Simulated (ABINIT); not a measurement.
# AlN (P6_3mc): G0W0 with ABINIT, start to end

Aim: the G0W0 gap of AlN (P6_3mc) on PBE, step by step.

Calculated with ABINIT 10.8.3; PBE and many-body steps on it, plane waves.

The database entry behind the starting cell differs from later determinations by our own check (inner coordinate u about 0.002 short), so it need not match the best structure at ambient conditions.

**1. Starting point**

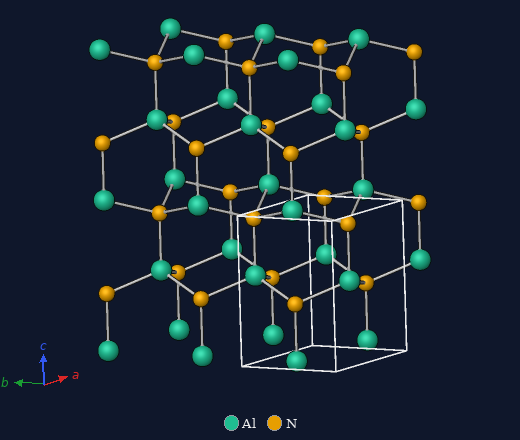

The cell as given, from a free direction (aluminium teal, nitrogen orange). 2×3×2 cells are drawn. Some periodic images of atoms are drawn too.

Structure file:

```cif
data_structure
_symmetry_space_group_name_H-M 'P6_3mc'
_symmetry_Int_Tables_number 186
_cell_length_a 3.1130
_cell_length_b 3.1130
_cell_length_c 4.9810
_cell_angle_alpha 90.000
_cell_angle_beta 90.000
_cell_angle_gamma 120.000
_cell_volume 41.80
loop_
_atom_site_label
_atom_site_type_symbol
_atom_site_symmetry_multiplicity
_atom_site_Wyckoff_symbol
_atom_site_fract_x
_atom_site_fract_y
_atom_site_fract_z
_atom_site_occupancy
Al1 Al 2 b 0.33333 0.66667 0.00000 1
N1 N 2 b 0.33333 0.66667 0.38000 1
```

The cell and positions come from the Crystallography Open Database and are kept as given unless a step says otherwise.

**2. Ground state**

This step: ABINIT 10.8.3; DFT, PBE, plane waves, norm-conserving pseudopotentials.

The ground-state density comes first.

run.abi

```
acell 3*1.0 Angstrom
rprim 
  3.113000000011 -0.000000000003 0.000000000000
  -1.556500000003 2.695937081992 0.000000000000
  0.000000000000 0.000000000000 4.981000000000
ntypat 2
znucl 13 7
natom 4
typat 1 1 2 2
xred 
  0.333333333333 0.666666666667 0.000000000000
  0.666666666667 0.333333333333 0.500000000000
  0.333333333333 0.666666666667 0.380000000000
  0.666666666667 0.333333333333 0.880000000000
pp_dirpath "pseudos"
pseudos "Al.upf, N.upf"
ecut 36
ngkpt 6 6 4
nshiftk 1
shiftk 0 0 0
kptopt 1
chksymbreak 0
nband 14
occopt 1
tolvrs 1e-10
nstep 60
prtwf 0
indata_prefix "in"
outdata_prefix "out"
tmpdata_prefix "tmp"
```

Command:

```
$ OMP_NUM_THREADS=1 mpirun -n 4 abinit run.abi > log
```

Numbers of over 12 decimals in the logs are rounded to 6 here.

Log:

```text
.Version 10.8.3 of ABINIT. v10.8.2 released Aug 2026.

 Symmetries : space group P6_3 m c (#186); Bravais hP (primitive hexag.)
================================================================================
 Values of the parameters that define the memory need of the present run
     intxc =       0    ionmov =       0      iscf =       7    lmnmax =       6
     lnmax =       6     mgfft =      54  mpssoang =       3    mqgrid =    3001
     natom =       4  nloc_mem =       1    nspden =       1   nspinor =       1
    nsppol =       1      nsym =      12    n1xccc =    2501    ntypat =       2
    occopt =       1   xclevel =       2
-    mband =          14        mffmem =           1         mkmem =           6
       mpw =        2934          nfft =       55296          nkpt =          21
================================================================================
  Rough estimation (10% accuracy) of disk space for files :
================================================================================

--------------------------------------------------------------------------------
------------- Echo of variables that govern the present computation ------------
--------------------------------------------------------------------------------
 -outvars: echo values of preprocessed input variables --------
            acell      1.8897261259E+00  1.8897261259E+00  1.8897261259E+00 Bohr

      chksymbreak           0
             ecut      3.60000000E+01 Hartree
-          fftalg         312

              ixc     -101130
              kpt      0.00000000E+00  0.00000000E+00  0.00000000E+00
                       1.66666667E-01  0.00000000E+00  0.00000000E+00
                       3.33333333E-01  0.00000000E+00  0.00000000E+00
                       5.00000000E-01  0.00000000E+00  0.00000000E+00
                       1.66666667E-01  1.66666667E-01  0.00000000E+00
                       3.33333333E-01  1.66666667E-01  0.00000000E+00
                       3.33333333E-01  3.33333333E-01  0.00000000E+00
                       0.00000000E+00  0.00000000E+00  2.50000000E-01
                       1.66666667E-01  0.00000000E+00  2.50000000E-01
   [... 10 further rows ...]
                       3.33333333E-01  1.66666667E-01  5.00000000E-01
                       3.33333333E-01  3.33333333E-01  5.00000000E-01
         kptrlatt        6    0    0      0    6    0      0    0    4
          kptrlen      3.52963046E+01
P           mkmem           6
            natom           4
            nband          14
            ngfft          32      32      54
             nkpt          21
            nstep          60
             nsym          12
           ntypat           2
              occ      2.000000  2.000000  2.000000  2.000000  2.000000  2.000000
                       2.000000  2.000000  0.000000  0.000000  0.000000  0.000000
                       0.000000  0.000000
            prtwf           0
            rprim      3.1130000000E+00 -3.0000000000E-12  0.0000000000E+00
[...]
spgroup         186

           tolvrs      1.00000000E-10

             xred      3.3333333333E-01  6.6666666667E-01  1.1102230246E-16
[...]
znucl       13.00000    7.00000

================================================================================

 chkinp: Checking input parameters for consistency.

================================================================================
== DATASET  1 ==================================================================
-   mpi_nproc: 4, omp_nthreads: 1 (-1 if OMP is not activated)

--- !DatasetInfo
iteration_state: {dtset: 1, }
dimensions: {natom: 4, nkpt: 21, mband: 14, nsppol: 1, nspinor: 1, nspden: 1, mpw: 2934, }
cutoff_energies: {ecut:  36.0, pawecutdg:  -1.0, }
electrons: {nelect:   1.60000000E+01, charge:   0.00000000E+00, occopt:   1.00000000E+00, tsmear:   1.00000000E-02, }

 Real(R)+Recip(G) space primitive vectors, cartesian coordinates (Bohr,Bohr^-1):
 R(1)=  5.8827174  0.0000000  0.0000000  G(1)=  0.1699895  0.0981435  0.0000000
 R(2)= -2.9413587  5.0945827  0.0000000  G(2)=  0.0000000  0.1962869  0.0000000
 R(3)=  0.0000000  0.0000000  9.4127258  G(3)=  0.0000000  0.0000000  0.1062392
 Unit cell volume ucvol=  2.8209931E+02 bohr^3
 Angles (23,13,12)=  9.00000000E+01  9.00000000E+01  1.20000000E+02 degrees

 getcut: wavevector=  0.0000  0.0000  0.0000  ngfft=  32  32  54
         ecut(hartree)=     36.000   => boxcut(ratio)=   2.01398

--- Pseudopotential description ------------------------------------------------
- Al Generated using ONCVPSP code by D. R. Hamann
- 13.00000   3.00000  171031                  znucl, zion, pspdat
12 -101130 2 -1 1876                          pspcod,pspxc,lmax,lloc,mmax
     nproj     2     2     2
  pspatm : epsatm=    4.08140545
         --- l  ekb(1:nproj) -->
[...]
pspatm: atomic psp has been read  and splines computed

- N Generated using ONCVPSP code by D. R. Hamann
-  7.00000   5.00000  171031                  znucl, zion, pspdat
12 -101130 1 -1 1058                          pspcod,pspxc,lmax,lloc,mmax
     nproj     2     2     0
  pspatm : epsatm=    5.20977870
         --- l  ekb(1:nproj) -->
[...]
pspatm: atomic psp has been read  and splines computed

[...]
--- !BeginCycle
iteration_state: {dtset: 1, }
solver: {iscf: 7, nstep: 60, nline: 4, wfoptalg: 0, }
tolerances: {tolvrs: 1.00E-10, }

     iter   Etot(hartree)      deltaE(h)  residm     vres2
 ETOT  1  -25.271539827214    -2.527E+01 6.107E-02 8.448E+02
 ETOT  2  -25.352258701810    -8.072E-02 1.435E-02 6.550E+02
 ETOT  3  -25.587401781115    -2.351E-01 2.152E-02 9.364E-01
 ETOT  4  -25.588085893888    -6.841E-04 8.287E-03 1.660E-02
 ETOT  5  -25.588088186692    -2.293E-06 3.580E-03 1.904E-03
 ETOT  6  -25.588088419180    -2.325E-07 1.893E-03 2.744E-05
 ETOT  7  -25.588088426564    -7.385E-09 1.489E-03 4.553E-06
 ETOT  8  -25.588088428187    -1.623E-09 1.240E-03 2.558E-08
 ETOT  9  -25.588088428195    -7.368E-12 2.108E-03 7.436E-10
 ETOT 10  -25.588088428195    -3.553E-13 1.204E-03 6.679E-11

 At SCF step   10       vres2   =  6.68E-11 < tolvrs=  1.00E-10 =>converged.

 Cartesian components of stress tensor (hartree/bohr^3)
  sigma(1 1)= -8.13633608E-05  sigma(3 2)=  0.00000000E+00
  sigma(2 2)= -8.13633608E-05  sigma(3 1)=  0.00000000E+00
  sigma(3 3)= -1.36339024E-04  sigma(2 1)=  0.00000000E+00

--- !ResultsGS
iteration_state: {dtset: 1, }
comment   : Summary of ground state results
lattice_vectors:
- [  5.8827174,  -0.0000000,   0.0000000, ]
- [ -2.9413587,   5.0945827,   0.0000000, ]
- [  0.0000000,   0.0000000,   9.4127258, ]
lattice_lengths: [   5.88272,    5.88272,    9.41273, ]
lattice_angles: [ 90.000,  90.000, 120.000, ] # degrees, (23, 13, 12)
lattice_volume:   2.8209931E+02
convergence: {deltae: -3.553E-13, res2:  6.679E-11, residm:  1.204E-03, diffor: null, }
etotal    :  -2.55880884E+01
entropy   :   0.00000000E+00
fermie    :   1.95302428E-01
cartesian_stress_tensor: # hartree/bohr^3
- [ -8.13633608E-05,   0.00000000E+00,   0.00000000E+00, ]
- [  0.00000000E+00,  -8.13633608E-05,   0.00000000E+00, ]
- [  0.00000000E+00,   0.00000000E+00,  -1.36339024E-04, ]
pressure_GPa:   2.9329E+00
xred      :
- [  3.3333E-01,   6.6667E-01,   1.1102E-16, Al]
- [  6.6667E-01,   3.3333E-01,   5.0000E-01, Al]
- [  3.3333E-01,   6.6667E-01,   3.8000E-01,  N]
- [  6.6667E-01,   3.3333E-01,   8.8000E-01,  N]
cartesian_forces: # hartree/bohr
- [  2.00253080E-29,   4.12914892E-29,  -2.56065607E-03, ]
- [  8.58227486E-30,   2.14715744E-29,  -2.56065607E-03, ]
- [ -3.71898577E-29,  -1.81682552E-29,   2.56065607E-03, ]
- [  8.58227486E-30,  -4.45948083E-29,   2.56065607E-03, ]
force_length_stats: {min:   2.56065607E-03, max:   2.56065607E-03, mean:   2.56065607E-03, }

 Integrated electronic density in atomic spheres:
 ------------------------------------------------
 Atom  Sphere_radius  Integrated_density
[...]
4        2.00000          5.37790308
================================================================================

 ----iterations are completed or convergence reached----

 Mean square residual over all n,k,spin=   65.436E-07; max=  12.038E-04
 reduced coordinates (array xred) for    4 atoms
       0.333333333333      0.666666666667      0.000000000000
       0.666666666667      0.333333333333      0.500000000000
       0.333333333333      0.666666666667      0.380000000000
       0.666666666667      0.333333333333      0.880000000000
 rms dE/dt=  1.3916E-02; max dE/dt=  2.4103E-02; dE/dt below (all hartree)
    1      -0.000000000000     -0.000000000000      0.024103100065
    2       0.000000000000     -0.000000000000      0.024103100065
    3       0.000000000000      0.000000000000     -0.024102406952
    4       0.000000000000      0.000000000000     -0.024102406952

 cartesian coordinates (angstrom) at end:
    1      1.67e-12     1.797291     0.000000
    2      1.556500     0.898646     2.490500
    3      1.67e-12     1.797291     1.892780
    4      1.556500     0.898646     4.383280

 cartesian forces (hartree/bohr) at end:
    1      0.000000     0.000000    -0.00256066
    2      0.000000     0.000000    -0.00256066
    3     -0.000000    -0.000000     0.00256066
    4      0.000000    -0.000000     0.00256066
 frms,max,avg= 1.4783955E-03 2.5606561E-03   0.000E+00  0.000E+00 -3.682E-08 h/b

 cartesian forces (eV/Angstrom) at end:
    1      0.000000     0.000000    -0.131674
    2      0.000000     0.000000    -0.131674
    3     -0.000000    -0.000000     0.131674
    4      0.000000    -0.000000     0.131674
 frms,max,avg= 7.6022152E-02 1.3167423E-01   0.000E+00  0.000E+00 -1.893E-06 e/A
 length scales=  1.889726125908  1.889726125908  1.889726125908 bohr
              =  1.000000000000  1.000000000000  1.000000000000 angstroms
 prteigrs : about to open file out_EIG
 Fermi (or HOMO) energy (hartree) =   0.19530   Average Vxc (hartree)=  -0.39340
 Eigenvalues (hartree) for nkpt=  21  k points:
 kpt#   1, nband= 14, wtk=  0.00694, kpt=  0.0000  0.0000  0.0000 (reduced coord)
  -0.36127   -0.28223   -0.02425    0.16476    0.16476    0.18869    0.18869    0.19530
   0.35040    0.44063    0.58456    0.60656    0.60656    0.67969
 prteigrs : prtvol=0 or 1, do not print more k-points.

--- !EnergyTerms
iteration_state     : {dtset: 1, }
comment             : Components of total free energy in Hartree
kinetic             :  1.63754067526022E+01
hartree             :  5.68913969397744E+00
xc                  : -8.49822455014195E+00
Ewald energy        : -2.17432241271520E+01
psp_core            :  1.05394762412788E+00
local_psp           : -1.71233917846310E+01
non_local_psp       : -1.34174203697761E+00
total_energy        : -2.55880884281950E+01
total_energy_eV     : -6.96287357515931E+02
band_energy         :  5.39239397939089E-02

 Cartesian components of stress tensor (hartree/bohr^3)
  sigma(1 1)= -8.13633608E-05  sigma(3 2)=  0.00000000E+00
  sigma(2 2)= -8.13633608E-05  sigma(3 1)=  0.00000000E+00
  sigma(3 3)= -1.36339024E-04  sigma(2 1)=  0.00000000E+00

-Cartesian components of stress tensor (GPa)         [Pressure=  2.9329E+00 GPa]
- sigma(1 1)= -2.39379272E+00  sigma(3 2)=  0.00000000E+00
- sigma(2 2)= -2.39379272E+00  sigma(3 1)=  0.00000000E+00
- sigma(3 3)= -4.01123257E+00  sigma(2 1)=  0.00000000E+00

== END DATASET(S) ==============================================================
================================================================================

 -outvars: echo values of variables after computation  --------
           etotal     -2.5588088428E+01
            nband          14
             nkpt          21
          spgroup         186
 [... the other variables as echoed above ...]

 Calculation completed.
```

Run time: 8.5 s. Hardware: 4 MPI ranks of Arm Neoverse V1, shared host; peak memory 0.28 GiB.

Numbers from this step:

* total energy: -696.2874 eV
* gap: 4.220 eV
* k of the valence top: 0, 0, 0
* k of the conduction bottom: 0, 0, 0
* least direct gap: 4.220 eV
* pressure: 2.933 GPa

The gap is direct, at Γ.

The cutoff was set for levels, not for stress, so the pressure can be off by some GPa.

(Continued in part 2 of 3.)

[Paths, hosts, dates, memory and timing lines, banners, echoed tables and standing remarks are left out of the program output.]

[Logs are printed without paths, hosts, clocks, repeated set-up lines and the standing remarks that a program may print on its own settings, such as how far it seeks lower states.]

[Runs of the session that timed out or met a known fault of the program may be left out.]

[Hosts, paths, dates, database ids (printed as entryN), source tags and the programs' standing remarks are cut or masked in the printed files.]

[G0W0 gaps are taken among the corrected bands and points alone; a level outside them can change the order at an edge.]

[Where Ansatz stands beside ABINIT at settings called matched, ABINIT's density can come from a denser mesh and the files from another edition; pairs whose starting gaps differed by over 0.03 eV were left out, so agreement reads better than it is.]
